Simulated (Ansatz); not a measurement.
Si4Sn

The calculation's input:

```
crystal:
  lattice:
    - [1.9632288612, 1.1334707115, 17.0460103594]
    - [-1.9632288612, 1.1334707115, 17.0460103594]
    - [0.0, -2.266941423, 17.0460103594]
  atoms:
    - { symbol: Si, position: [0.0232178014, 0.0232178014, 0.0232178014] }
    - { symbol: Si, position: [0.9767821986, 0.9767821986, 0.9767821986] }
    - { symbol: Si, position: [0.3711748936, 0.3711748936, 0.3711748936] }
    - { symbol: Si, position: [0.417552529, 0.417552529, 0.417552529] }
    - { symbol: Si, position: [0.7651593314, 0.7651593314, 0.7651593314] }
    - { symbol: Si, position: [0.2348406686, 0.2348406686, 0.2348406686] }
    - { symbol: Si, position: [0.6288251064, 0.6288251064, 0.6288251064] }
    - { symbol: Si, position: [0.582447471, 0.582447471, 0.582447471] }
    - { symbol: Sn, position: [0.8168123994, 0.8168123994, 0.8168123994] }
    - { symbol: Sn, position: [0.1831876006, 0.1831876006, 0.1831876006] }
basis:
  ecutwfc: 420
kpoints:
  mp_grid: { grid: [12, 12, 12] }
hamiltonian:
  xc: pbe
scf:
  occupations: { method: gaussian, width: 0.1 }
output:
  forces: true
  stress: true
  eigenvalues: true
  write_density: true
  write_potential: true
  elf: true
  volumetric_format: npy
relax:
  adjacent_minimum: "off"
  f_tol: 0.01
  max_steps: 80
  cell: { stress_tol: 0.05 }
```

Launched as:

```sh
ansatz run input.yaml --threads 1 --pin off --max-ram 2560MiB --backend cpu --events-out ev --progress --plain --runs-dir out
```

Below, planes, directions and counts refer to the conventional cell (a = 3.95 Å, b = 3.95 Å, c = 50.71 Å, α = 90.00°, β = 90.00°, γ = 120.00°).

The fields are those of the run's last geometry, not of the input's.

Space group R-3m; a generated structure, not necessarily the stable one.

Level of theory: DFT PBE, scalar-relativistic, plane waves, PAW (Ansatz 0.2.0).

Question: What can the converged valence pseudo-density and electron localisation function tell about the bonding?

Answer: Si–Si (2.37 Å): the density is about 0.55 e/Å³ at the midpoint; the ELF peaks at about 0.95 between the atoms.
Si–Sn (2.62 Å): ρ at the midpoint is about 0.42 e/Å³; the ELF peaks at about 0.90 in the valence shell of Si, 1.0 Å from its nucleus, and is about 0.75 at the midpoint.

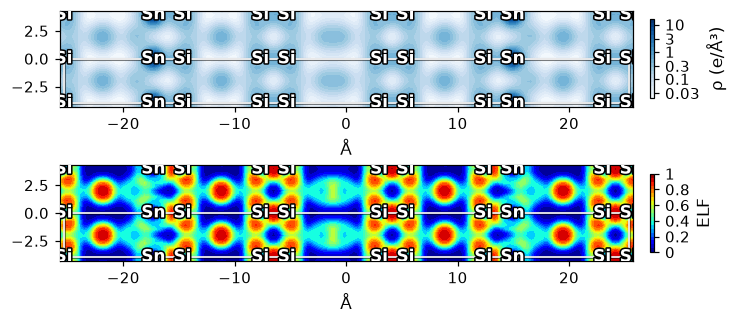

Computed valence pseudo-density and electron localisation function on the (11̄0) plane of the conventional cell, in this order. 
